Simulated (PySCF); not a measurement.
Potential energy curve for SMILES [OH2+][AlH3-]. The Al1–O5 bond (Al1 also carries H, H, H; O5 carries H, H) is varied alone, starting from the PBE0/def2-TZVP optimised geometry.

- UHF/def2-TZVP, density fitting (PySCF)
- RKS-BHandHLYP = restricted BHandHLYP/def2-TZVP (PySCF)
- RKS-B3LYP = restricted B3LYP/def2-TZVP run with PySCF

Magnitude of the dipole moment (D; its direction can reverse along the curve, and a method can change to another solution) and Mulliken charge of the fragment that holds Al1:

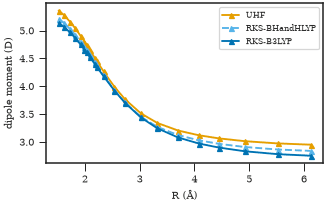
*Dipole moment against bond length.*

```tsv
R / Å	μ UHF	q UHF	μ RKS-BHandHLYP	q RKS-BHandHLYP	μ RKS-B3LYP	q RKS-B3LYP
1.52	5.36	-0.44	5.21	-0.49	5.13	-0.51
1.61	5.28	-0.41	5.14	-0.44	5.07	-0.46
1.73	5.16	-0.35	5.03	-0.38	4.97	-0.40
1.82	5.04	-0.31	4.92	-0.34	4.87	-0.35
1.92	4.91	-0.26	4.80	-0.29	4.75	-0.30
1.99	4.80	-0.23	4.70	-0.25	4.66	-0.27
2.03	4.74	-0.22	4.64	-0.23	4.61	-0.25
2.09	4.65	-0.19	4.56	-0.21	4.52	-0.22
2.18	4.51	-0.16	4.43	-0.17	4.40	-0.19
2.22	4.45	-0.15	4.37	-0.16	4.34	-0.17
2.34	4.26	-0.11	4.20	-0.12	4.18	-0.13
2.54	3.99	-0.07	3.93	-0.08	3.92	-0.09
2.73	3.77	-0.05	3.71	-0.06	3.70	-0.06
3.02	3.51	-0.03	3.45	-0.03	3.44	-0.04
3.32	3.34	-0.02	3.27	-0.02	3.24	-0.03
3.70	3.20	-0.01	3.12	-0.01	3.08	-0.02
4.08	3.12	-0.01	3.03	-0.01	2.97	-0.01
4.45	3.06	0.00	2.96	-0.01	2.90	-0.01
4.92	3.01	0.00	2.91	0.00	2.83	0.00
5.52	2.97	0.00	2.86	0.00	2.78	0.00
6.12	2.95	0.00	2.84	0.00	2.75	0.00
```
